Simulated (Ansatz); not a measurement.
**C2H6FGaO2: trial inputs and their diagnosis**

3 inputs were typed for C2H6FGaO2. Each is run as it stands; the log then has to tell whether the result can be used.

Method: the settings change from run to run; program: Ansatz 0.2.0, Gaussian basis.

**1. The molecule**

The structure was relaxed beforehand with PBE0-D4 in a triple-zeta def2 set.

SMILES `C[O][Ga]([F])[O]C`, 12 atoms, charge 0, spin multiplicity 1.

Atoms are counted from 1 here; the program's logs count them from 0.

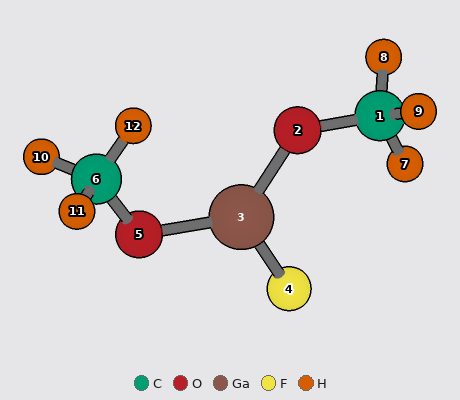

The geometry (carbon teal, oxygen red, gallium brown, fluorine yellow, hydrogen orange); atoms are numbered from 1 in the order of the file.

**2. Input 1**

The input, in.yaml:

```yaml
crystal:
  periodic: [false, false, false]
  atoms:
    - {symbol: C, position_ang: [0.041594, -2.400273, 0.297851]}
    - {symbol: O, position_ang: [0.279414, -1.008426, 0.253013]}
    - {symbol: Ga, position_ang: [-0.867824, 0.139209, -0.436111]}
    - {symbol: F, position_ang: [-2.367229, -0.461745, -1.092229]}
    - {symbol: O, position_ang: [-0.557771, 1.866822, -0.487675]}
    - {symbol: C, position_ang: [0.634688, 2.426491, 0.026438]}
    - {symbol: H, position_ang: [-0.925715, -2.686131, -0.128545]}
    - {symbol: H, position_ang: [0.828104, -2.921347, -0.256656]}
    - {symbol: H, position_ang: [0.071707, -2.739906, 1.337683]}
    - {symbol: H, position_ang: [1.153031, 2.966618, -0.771669]}
    - {symbol: H, position_ang: [0.387315, 3.138648, 0.819666]}
    - {symbol: H, position_ang: [1.322685, 1.680051, 0.438222]}
basis:
  gaussian: {orbitals: "6-31G*"}
magnetization: {spin_polarized: true, initial_magnetization: 1}
hamiltonian: {xc: {name: wPBEh}, pseudopotentials: {relativity: none}}
scf: {lower_state_search: full}
output: {forces: true}
```

Run with:

```bash
$ ansatz run in.yaml --threads 4 --pin off --events-out ev --progress --plain --max-ram 10444MiB
```

Output:

```text
Error: a molecule whose nuclei and cores have a total charge of 74 cannot have a net charge of 0 together with 1 unpaired electrons
```

Wall time 0.05 s (4 threads of Arm Neoverse V1, shared host).

Diagnosis: The program refused the input. The number of unpaired electrons doesn't fit the electron count. Cure: make charge and initial_magnetization agree: an even electron count takes an even number of unpaired electrons.

**3. Input 2**

The input, in.yaml:

```yaml
crystal:
  periodic: [false, false, false]
  atoms:
    - {symbol: C, position_ang: [0.041594, -2.400273, 0.297851]}
    - {symbol: O, position_ang: [0.279414, -1.008426, 0.253013]}
    - {symbol: Ga, position_ang: [-0.867824, 0.139209, -0.436111]}
    - {symbol: F, position_ang: [-2.367229, -0.461745, -1.092229]}
    - {symbol: O, position_ang: [-0.557771, 1.866822, -0.487675]}
    - {symbol: C, position_ang: [0.634688, 2.426491, 0.026438]}
    - {symbol: H, position_ang: [-0.925715, -2.686131, -0.128545]}
    - {symbol: H, position_ang: [0.828104, -2.921347, -0.256656]}
    - {symbol: H, position_ang: [0.071707, -2.739906, 1.337683]}
    - {symbol: H, position_ang: [1.153031, 2.966618, -0.771669]}
    - {symbol: H, position_ang: [0.387315, 3.138648, 0.819666]}
    - {symbol: H, position_ang: [1.322685, 1.680051, 0.438222]}
basis:
  gaussian: {orbitals: def2-TZVPP}
magnetization: {spin_polarized: true, initial_magnetization: 1}
hamiltonian: {xc: {name: B2PLYP}}
```

Launched as before.

Output:

```text
Error: a molecule whose nuclei and cores have a total charge of 74 cannot have a net charge of 0 together with 1 unpaired electrons
```

Wall time 0.05 s (4 threads of Arm Neoverse V1, shared host).

Diagnosis: Refused before any calculation. The number of unpaired electrons doesn't fit the electron count. Cure: make charge and initial_magnetization agree: an even electron count takes an even number of unpaired electrons.

**4. Input 3**

The input, in.yaml:

```yaml
crystal:
  periodic: [true, true, true]
  atoms:
    - {symbol: C, position_ang: [0.041594, -2.400273, 0.297851]}
    - {symbol: O, position_ang: [0.279414, -1.008426, 0.253013]}
    - {symbol: Ga, position_ang: [-0.867824, 0.139209, -0.436111]}
    - {symbol: F, position_ang: [-2.367229, -0.461745, -1.092229]}
    - {symbol: O, position_ang: [-0.557771, 1.866822, -0.487675]}
    - {symbol: C, position_ang: [0.634688, 2.426491, 0.026438]}
    - {symbol: H, position_ang: [-0.925715, -2.686131, -0.128545]}
    - {symbol: H, position_ang: [0.828104, -2.921347, -0.256656]}
    - {symbol: H, position_ang: [0.071707, -2.739906, 1.337683]}
    - {symbol: H, position_ang: [1.153031, 2.966618, -0.771669]}
    - {symbol: H, position_ang: [0.387315, 3.138648, 0.819666]}
    - {symbol: H, position_ang: [1.322685, 1.680051, 0.438222]}
basis:
  gaussian: {orbitals: aug-cc-pVTZ}
hamiltonian: {xc: {name: CAM-B3LYP}}
output: {forces: true}
```

Same command.

Output:

```text
Error: YAML parse error: error: line 2 column 3: crystal: missing field `lattice` (a structure is typed as `lattice` and `atoms`, a molecule's as `atoms` in Å alone, or read from a run's directory, `checkpoint`)
 --> <input>:2:3
  |
1 | crystal:
2 |   periodic: [true, true, true]
  |   ^ crystal: missing field `lattice` (a structure is typed as `lattice` and `atoms`, a molecule's as `atoms` in Å alone, or read from a run's directory, `checkpoint`)
3 |   atoms:
4 |     - {symbol: C, position_ang: [0.041594, -2.400273, 0.297851]}
  |
```

Run time: 0.05 s. Hardware: 4 threads of Arm Neoverse V1, shared host.

What is wrong: Refused before any calculation. The molecule is marked periodic without a cell. Cure: set periodic to false, or give a lattice.

**5. How the tries ended**

```tsv
input	level	ended	cause	time
1	wPBEh/6-31G*	refused	the number of unpaired electrons doesn't fit the electron count	0.05 s
2	B2PLYP/def2-TZVPP	refused	the number of unpaired electrons doesn't fit the electron count	0.05 s
3	CAM-B3LYP/aug-cc-pVTZ	refused	the molecule is marked periodic without a cell	0.05 s
```

3 refused. A refusal costs next to no computing time.
